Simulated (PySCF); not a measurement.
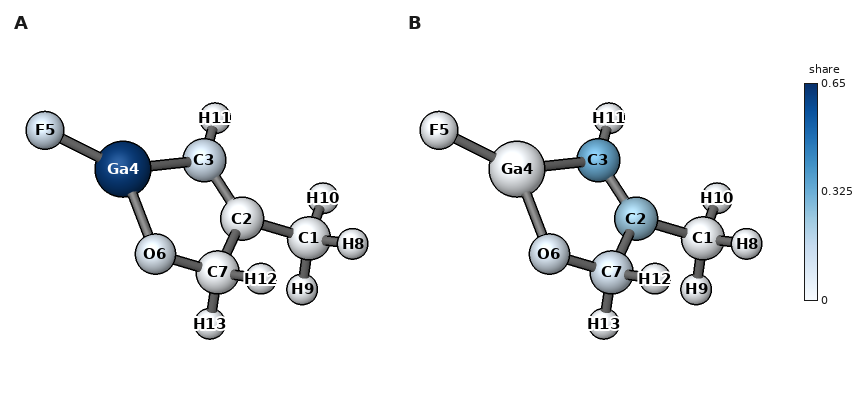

Each panel colours the atoms by their Löwdin share in one orbital (up to four of the largest shares; other atoms are shown as zero). The geometry was computed by an optimisation with GFN2-xTB. No frequency run is at hand to confirm it as a minimum. Method: CAM-B3LYP/def2-SVPD (PySCF 2.14.0).

The panels show the HOMO, LUMO, in some order. Which is which?

A: LUMO, −0.22 eV; Ga4 0.62, F5 0.12, C3 0.11, O6 0.07
B: HOMO, −9.26 eV; C3 0.32, C2 0.25, C7 0.10, O6 0.09

The geometry is semi-empirical. Around Ga such bond lengths and angles can be off by a tenth of an ångström or more and by several degrees, and values that hang on the shape move with them.
